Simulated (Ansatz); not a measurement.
## Electronic structure of C₇H₁₀Ge (GeH2MePh) (charge +1, doublet) in real space

```yaml
atoms:
  - { symbol: Ge, position_ang: [1.2337, 1.3852, 0.8642] }
  - { symbol: H, position_ang: [1.1934, 1.2934, 2.3912] }
  - { symbol: H, position_ang: [2.6391, 1.3101, 0.2619] }
  - { symbol: C, position_ang: [0.2235, 2.9371, 0.1813] }
  - { symbol: H, position_ang: [0.7684, 3.8189, 0.5545] }
  - { symbol: H, position_ang: [-0.8004, 2.9343, 0.5760] }
  - { symbol: H, position_ang: [0.2146, 2.9396, -0.9161] }
  - { symbol: C, position_ang: [0.1854, -0.1232, 0.1415] }
  - { symbol: C, position_ang: [0.4904, -0.6454, -1.1527] }
  - { symbol: C, position_ang: [-0.0132, -1.8696, -1.5292] }
  - { symbol: C, position_ang: [-0.9263, -2.5345, -0.6761] }
  - { symbol: C, position_ang: [-1.3153, -1.9772, 0.5665] }
  - { symbol: C, position_ang: [-0.8135, -0.7524, 0.9441] }
  - { symbol: H, position_ang: [1.1747, -0.1042, -1.8132] }
  - { symbol: H, position_ang: [0.2671, -2.3235, -2.4826] }
  - { symbol: H, position_ang: [-1.3761, -3.4768, -1.0037] }
  - { symbol: H, position_ang: [-2.0206, -2.5157, 1.2037] }
  - { symbol: H, position_ang: [-1.1247, -0.2960, 1.8885] }
```

Geometry: PBE0-D4/def2-SVP.

Computed with Ansatz, UKS PBE0-D4/def2-TZVP.

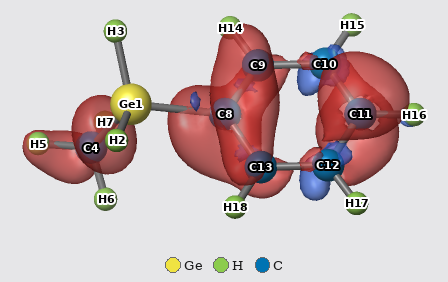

Figure 1. Isosurfaces of the spin density at +0.015 (red) and −0.015 e/Å³ (blue), seen at a tilt.

Describe the spin distribution.

Answer. The unpaired spin (1 electron) lies mostly on C8 (about 0.3), C11 (about 0.3), C4 (about 0.1), C9 (about 0.1) and C13 (about 0.1), in electrons by Hirshfeld's partition.

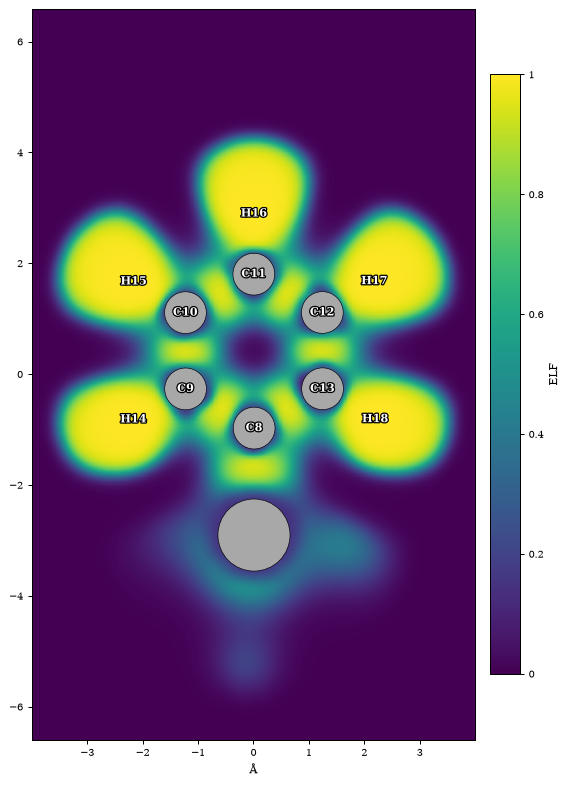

Figure 2. Electron localisation function on the plane of atoms C10, C11 and C12. Grey discs cover the atomic cores.

What do the fields say about this system?

Answer. The plane passes through C and H nuclei.
C–C (1.38 Å): the ELF peaks at about 0.95 between the atoms (a covalent bond).
C–H (1.09 Å): the ELF climbs to about 1 towards the hydrogen, as it does in any bond to H: a covalent bond by its length.
C–C (1.42 Å): the ELF peaks at about 0.95 between the atoms (a covalent bond).

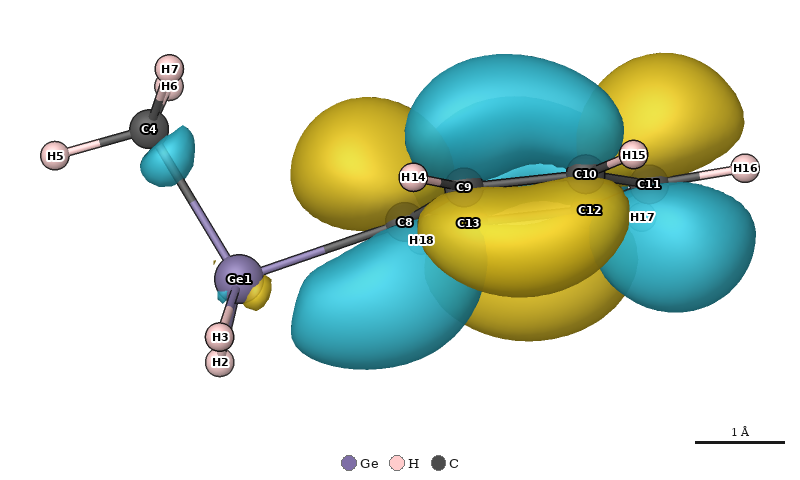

Figure 3. The LUMO (α) at ±0.1 Å⁻³ᐟ² (yellow and cyan are the two phases), seen from one side.

What is the character of this orbital?

Answer. It lies mainly on C8 (about 20 %), C11 (about 20 %), C9 (about 10 %), C13 (about 10 %), C12 (about 10 %) and C10 (about 10 %). Its energy is −6.31 eV.

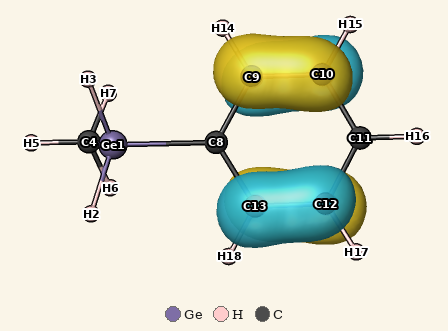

Figure 4. One frontier orbital at ±0.15 Å⁻³ᐟ² (yellow and cyan are the two phases), seen at a tilt.

Which orbital is it: HOMO (β) or LUMO (β)?

Answer. The HOMO (β), at −12.59 eV. It lies mainly on C10 (about 20 %), C12 (about 20 %), C13 (about 20 %) and C9 (about 20 %).
